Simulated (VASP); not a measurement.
Shape and ions are relaxed at each volume.

Energy against volume of MnF2 (rutile). All values below come from r2SCAN+rVV10, VASP's PBE PAW potentials (set 64) (plane waves; VASP).

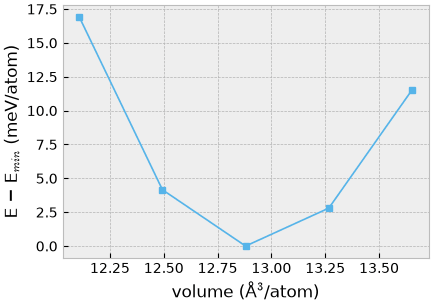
Figure: Energy against volume

**Question.** Estimate the equilibrium volume and the bulk modulus.

**Answer.** The minimum lies near 12.9 Å³/atom, and the curvature gives B0 of about 96 GPa.

The compound is MnF2 in the rutile structure. It was relaxed first.
